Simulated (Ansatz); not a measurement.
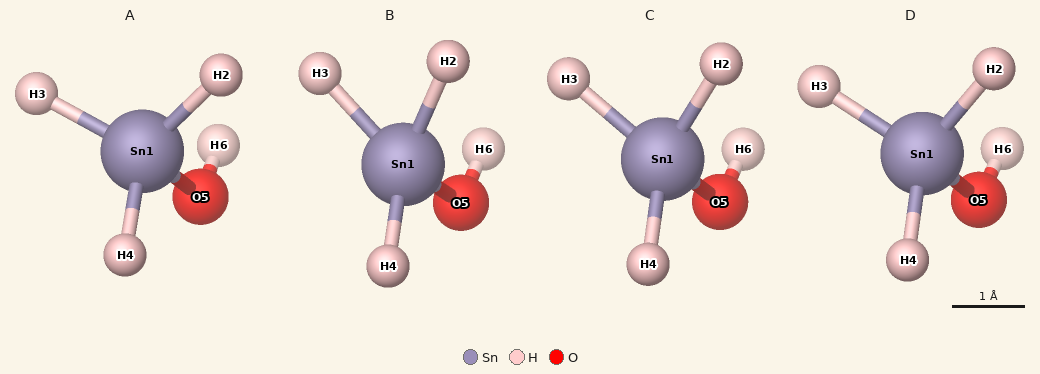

4 geometries from one relaxation of SnH₄O, in shuffled order. Style: ball-and-stick. Shown from a free direction.

The run prepares an end point of a later path (reaction) calculation, from a guessed geometry.

These are results of RKS PBE0/def2-mTZVP (Ansatz), not measurements. Set-up: no spin polarisation; force threshold 0.03 eV/Å; at most 50 steps.

### Put them in the order of the run, from the start to the converged end.

B, C, D, A. They are steps 0, 1, 2, 4, at +0.965 eV, +0.355 eV, +0.058 eV relative to the last. After 4 geometry steps the energy has fallen by 0.965 eV. The largest force component goes from 1.8 to 0.019 eV/Å. The largest moves after the best rigid fit, 0.51 Å, are those of H2 and H3. By element the largest moves are H 0.51 Å, Sn 0.19 Å, O 0.11 Å. Near-neighbour distances that change, for instance: Sn1–H4 1.685 → 1.702 Å, Sn1–O5 1.976 → 1.984 Å. Bond angles that change, for instance: H2–Sn1–H3 68.5° → 110.7°, H3–Sn1–H4 122.9° → 112.3°, H2–Sn1–H4 122.2° → 112.5°.
